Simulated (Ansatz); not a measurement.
# CH4GaNOS: small, medium and large basis sets

Aim: see how fast density functionals converge with the basis set for CH4GaNOS.

Program: Ansatz 0.2.0, Gaussian basis. Level of theory: one geometry, several basis sets. These are calculated values, not measurements.

Levels to be run: PBE0-D4/def2-SVP; ωB97M-V/def2-SVP; PBE0-D4/def2-QZVPP; ωB97M-V/def2-QZVPP; the functionals' def2-TZVPP values are taken from earlier runs.

### Step 1. The relaxed structure

An earlier PBE0-D4 in a triple-zeta def2 set relaxation fixed the geometry.

9 atoms, charge 0, spin multiplicity 1.

Atoms are counted from 1 here; the program's logs count them from 0.

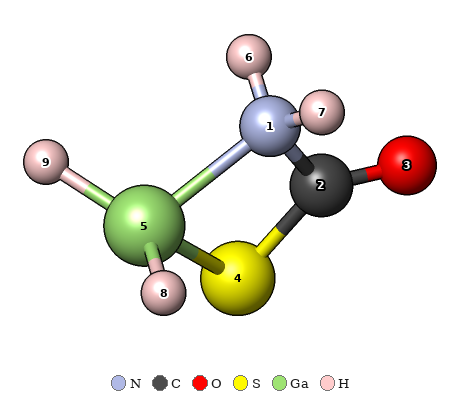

The structure; nitrogen light blue, carbon dark grey, oxygen red, sulfur yellow, gallium green, hydrogen pink; atoms are numbered from 1 in the order of the file.

### Step 2. PBE0-D4 in def2-SVP

File in.yaml:

```yaml
crystal:
  periodic: [false, false, false]
  atoms:
    - {symbol: N, position_ang: [0.761423, 0.282165, 0.150601]}
    - {symbol: C, position_ang: [0.582572, -0.475202, -1.131266]}
    - {symbol: O, position_ang: [1.531009, -0.806169, -1.773098]}
    - {symbol: S, position_ang: [-1.106619, -0.737330, -1.392117]}
    - {symbol: Ga, position_ang: [-1.232993, 0.088406, 0.788752]}
    - {symbol: H, position_ang: [0.992232, 1.246072, -0.081452]}
    - {symbol: H, position_ang: [1.558933, -0.100816, 0.653565]}
    - {symbol: H, position_ang: [-1.268558, -1.030334, 1.877804]}
    - {symbol: H, position_ang: [-1.817999, 1.533208, 0.907202]}
basis:
  gaussian: {orbitals: def2-SVP}
hamiltonian: {xc: pbe0, dispersion: d4}
output: {orbitals: {seedname: orbitals}}
```

Run with:

```sh
$ ansatz run in.yaml --threads 4 --pin off --events-out ev --progress --plain --max-ram 10444MiB
```

Further steps of the session: ωB97M-V in def2-SVP; PBE0-D4 in def2-QZVPP; ωB97M-V in def2-QZVPP.

Before running them: what should the planned runs give, taken together? Wanted: PBE0-D4: double and triple zeta above quadruple; ωB97M-V: double and triple zeta above quadruple.

**Answer**, as computed:

| quantity | value |
| --- | --- |
| PBE0-D4: double and triple zeta above quadruple | 17.56, 1.76 eV |
| ωB97M-V: double and triple zeta above quadruple | 17.59, 1.69 eV |

PBE0-D4 gains 15.80 eV from double to triple zeta, then 1.76 eV more. Total energies overstate the basis error of differences, where much of it tends to cancel. The LUMO of ωB97M-V is positive and keeps falling with the basis (1.38 to 0.60 eV): an unbound level that the basis holds in place.
